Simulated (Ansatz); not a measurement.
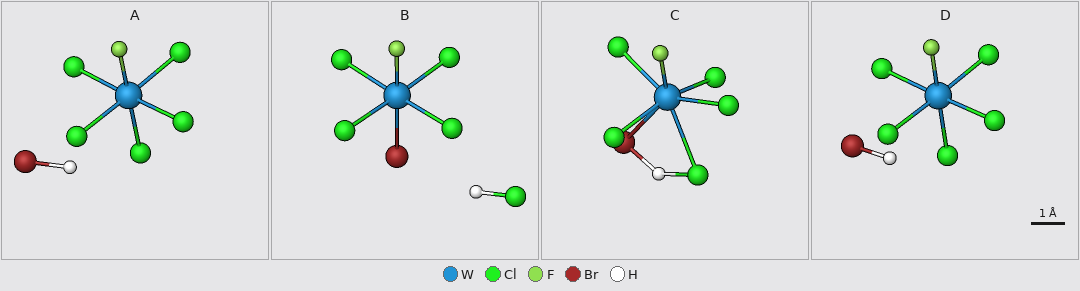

4 geometries from a converged minimum-energy path of WHBrCl5F, made up at the start of WCl5F and HBr, shuffled. A ball-and-stick model, seen from a free direction.

Theory: RKS PBE/def2-SVP (Ansatz). Settings: 9 movable images; climbing image; force threshold 0.03 eV/Å; iteration limit 48; starting path through a guess of the saddle point.

**Which frame is the top of the path?**

C. In order along the path, whose images run from 0 to 10: A (image 1, 0.00 eV), D (image 2, 0.00 eV), C (image 5, +1.06 eV), B (image 9, +0.12 eV). Breaking: Br–H (1.44 → 2.69 Å), Cl–W (2.33 → 4.62 Å). Forming: Cl–H (2.61 → 1.30 Å), Br–W (4.76 → 2.48 Å).

Limits of the set-up: the start holds two separate molecules, 2.6 Å apart at their closest, whose relative position is a soft coordinate and is computed without a dispersion correction.

The run took 20 min on 4 threads of Arm Neoverse V2, on a shared host, peak memory 0.56 GiB.
